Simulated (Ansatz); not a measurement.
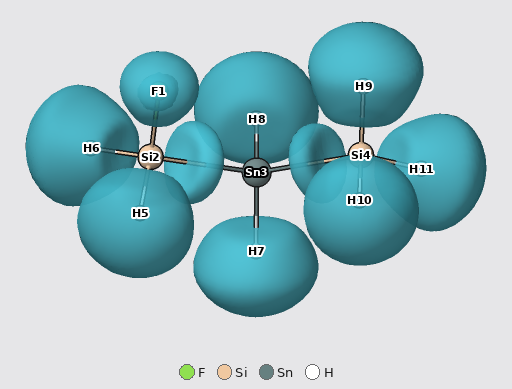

The picture shows: FH7Si2Sn (SMILES F[SiH2][SnH2][SiH3]). Isosurface of the ELF at 0.75 (cyan), seen from one side. Core shells and regions of very low density are left out.

Core potentials replace the inner electrons of Sn.

Theory: Ansatz 0.2.0, RKS B3LYP-D4/def2-mTZVP.

Input

```
crystal:
  periodic: [false, false, false]
  atoms:
    - { symbol: F, position_ang: [-1.8444, 1.9414, 0.6216] }
    - { symbol: Si, position_ang: [-0.2113, 1.9592, 0.6604] }
    - { symbol: Sn, position_ang: [0.5569, -0.4183, 0.7354] }
    - { symbol: Si, position_ang: [-0.1698, -1.6241, -1.2905] }
    - { symbol: H, position_ang: [0.3308, 2.6038, -0.5619] }
    - { symbol: H, position_ang: [0.2583, 2.6958, 1.8555] }
    - { symbol: H, position_ang: [2.3666, -0.449, 0.779] }
    - { symbol: H, position_ang: [0.0014, -1.1763, 2.1825] }
    - { symbol: H, position_ang: [-1.7097, -1.5807, -1.266] }
    - { symbol: H, position_ang: [0.2827, -0.9777, -2.4705] }
    - { symbol: H, position_ang: [0.2037, -3.0312, -1.225] }
basis:
  gaussian: { orbitals: def2-mTZVP }
hamiltonian:
  xc: b3lyp
  dispersion: d4
relax:
  f_tol: 0.015
  max_steps: 40
output:
  orbitals: {}
```

Run with:

```sh
ansatz run input.yaml --threads 2 --pin off --max-ram 3072MiB --backend cpu --events-out ev --progress --plain --runs-dir out
```

The fields are those of the relaxed geometry.

> Describe the localisation domains.

The ELF exceeds this value in two regions between bonded Si–Sn atoms (shared pairs), seven regions around hydrogen nuclei and one region wrapped around F (its valence shell). Profiles from the grid: Si–F (1.62 Å): the ELF peaks at about 0.85 in the valence shell of F, 0.5 Å from its nucleus, and is about 0.40 at the midpoint. Si–Sn (2.58 Å): the ELF peaks at about 0.95 between the atoms, as expected for a shared electron pair.
